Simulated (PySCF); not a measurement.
# C7H13OPSi (SMILES Cc1occ([Si](C)(C)C)p1): what the fields show

Input file:

```
{"job": {"kind": "nmr", "xc": "PBE0", "basis": "pcSseg-1"}, "charge": 0, "multiplicity": 1}
C      4.225693     0.053358    -0.897275
C      2.784330     0.140168    -0.527682
O      2.423998     1.187471     0.235792
C      1.115417     1.160851     0.506762
C      0.404315     0.128956    -0.010472
Si    -1.446791    -0.174191     0.204360
C     -1.675521    -1.793259     1.185760
C     -2.211770    -0.346259    -1.533338
C     -2.226110     1.288996     1.144467
P      1.503501    -0.925035    -0.941588
H      4.390455    -0.817166    -1.525930
H      4.536140     0.948143    -1.437370
H      4.844328    -0.029422    -0.003227
H      0.756899     1.972372     1.114802
H     -1.265491    -1.711658     2.188024
H     -1.169927    -2.617331     0.691286
H     -2.725049    -2.054705     1.278947
H     -1.691259    -1.107634    -2.106859
H     -2.146513     0.583873    -2.089899
H     -3.258880    -0.627627    -1.482156
H     -3.296335     1.147843     1.256813
H     -1.803566     1.392467     2.138936
H     -2.072615     2.226773     0.619927
```

Run with:

```sh
OMP_NUM_THREADS=1 python probes_run.py task.json out
```

Geometry: GFN2-xTB.

The calculation used PBE0/pcSseg-1, SCF density, gas phase, non-relativistic (PySCF).

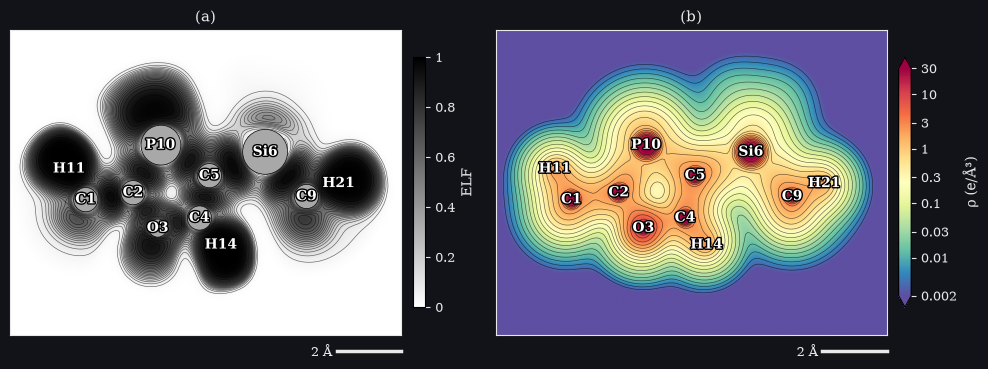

Figure 1. (a) electron localisation function; (b) total electron density on the plane of atoms C2, C1 and H11. Grey discs cover the atomic cores in the ELF map.

Question: What do the fields say about this system?

Answer: The plane passes through C, O, Si, P and H nuclei.
C–O (1.34 Å): the density is about 2.4 e/Å³ at the midpoint; the ELF peaks at about 0.90 between the atoms, as expected for a shared but strongly polarised pair.
C–C (1.36 Å): ρ is about 2.2 e/Å³ halfway; the ELF peaks at about 0.90 between the atoms: localised, covalent bonding.
C–P (1.72 Å): ρ is about 1.3 e/Å³ halfway; the ELF peaks at about 0.95 between the atoms: a covalent bond.
C–Si (1.89 Å): ρ is about 0.91 e/Å³ halfway; the ELF peaks at about 0.95 between the atoms, as expected for a shared electron pair.
C–H (1.08 Å): ρ is about 2.1 e/Å³ halfway; the ELF climbs to about 1 towards the hydrogen, as it does in any bond to H (a covalent bond by its length).
The ELF also peaks beside O3 and P10, away from the bonds: lone-pair regions.

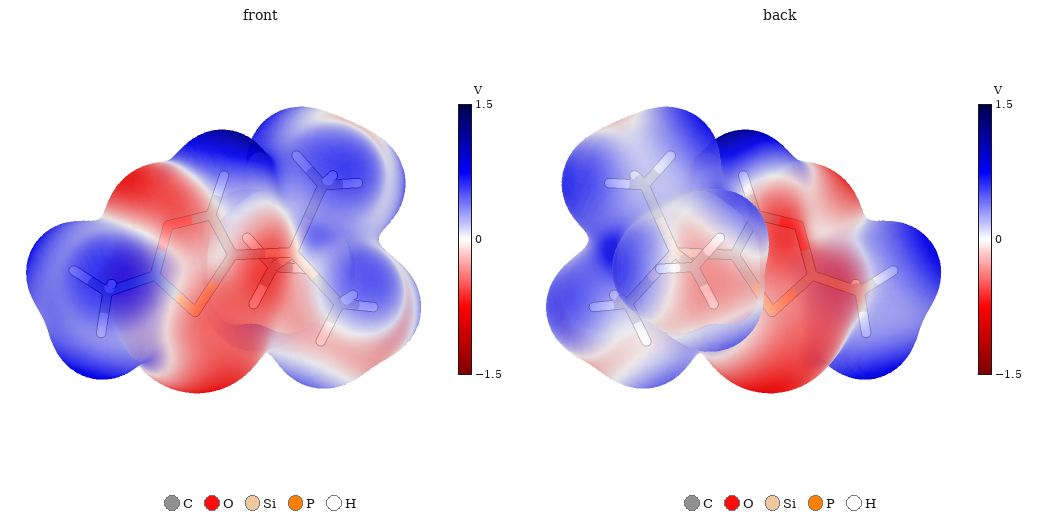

Figure 2. The electrostatic potential painted on the density surface at 0.002 e/bohr³, seen from the front and from behind; red is negative and blue positive.

Question: Where is the surface potential most negative and most positive?

Answer: The most negative region (about −0.7 V) lies over O3 and P10, the most positive (about +1.1 V) over H14.
